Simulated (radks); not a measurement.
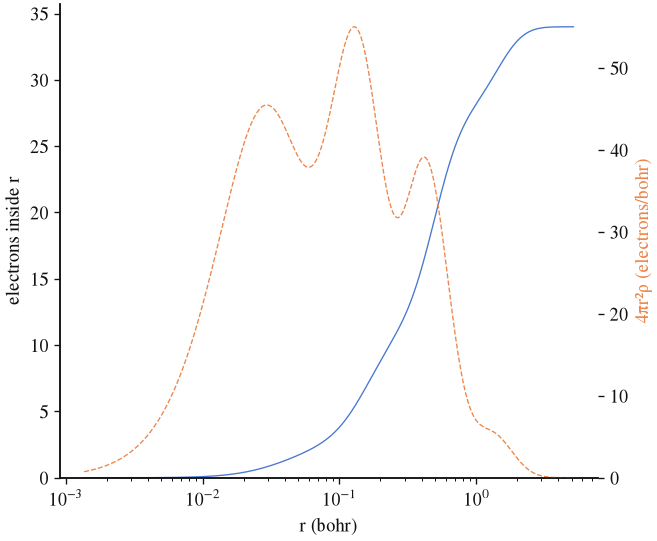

System: Rb³⁺ (Z = 37, 34 electrons), configuration [Ar] 3d10 4s2 4p4. The calculation used the in-house radial solver radks at this level: non-relativistic Kohn-Sham, PBE, spin-unpolarised, spherical densities, point nucleus.

The plot shows the number of electrons inside radius r (solid) and the radial density 4πr²ρ (dashed).

> Read the plot.

The count levels off at 34 electrons. Half of them lie within 0.431 bohr, 90 % within 1.40 bohr and 99 % within 2.48 bohr. The radial density has minima at 0.0594 and 0.267 bohr, where the count stands at 2.1 and 11.1; these part the shells that the density resolves.
